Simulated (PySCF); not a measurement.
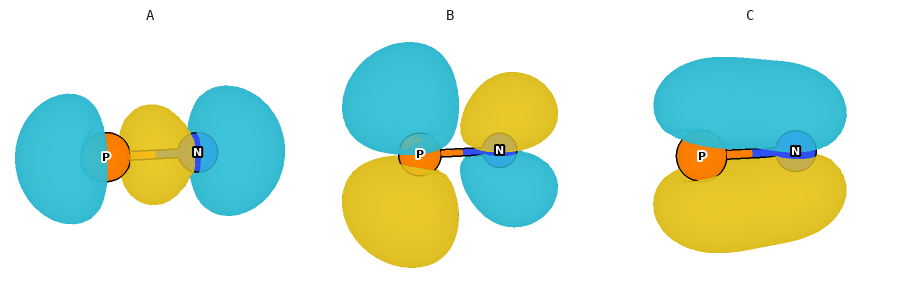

PN. Three frontier orbitals, each drawn at the value that holds 80 % of its norm (yellow and cyan are the two phases), in no order; of a degenerate pair one member is drawn.

These are results of PBE0/6-311G(d,p), non-relativistic, at a bond length of 1.488 Å in PySCF, not measurements.

Name the orbitals and rank them from lowest to highest energy.

Orbital C: π, occupied, −9.52 eV; bonding, with no node between the atoms.
Orbital A: σ, occupied, −9.25 eV; shared between the atoms (P 35 %, N 65 %).
Orbital B: π, empty, −2.17 eV; antibonding, with a node between the atoms.
